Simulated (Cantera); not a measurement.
Charge: 1 mol B₂O₃, 88 mol H₂, 0.46 mol N₂, 0.14 mol H₂O, equilibrated at 16000 Pa.

Equilibrium computed with Cantera from the NASA thermochemical tables; the gas is ideal and each condensed phase is pure. Candidate condensed phases: B, BN, B₂O₃, B₃O₃H₃, H₂O; 39 gas species. Gases not in the tables: H₃BO₃. Equilibrium is a limit: real reactors are often held back by kinetics, nucleation or transport.

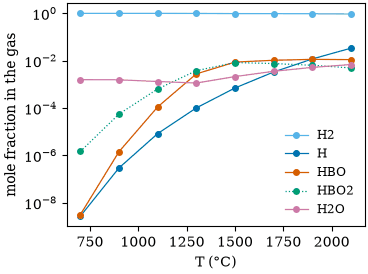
Equilibrium gas composition (values under 1e-9 drawn at 1e-9)

From 700 °C to 1300 °C the condensed part is B₂O₃(l). From 1500 °C to 2100 °C nothing is condensed.
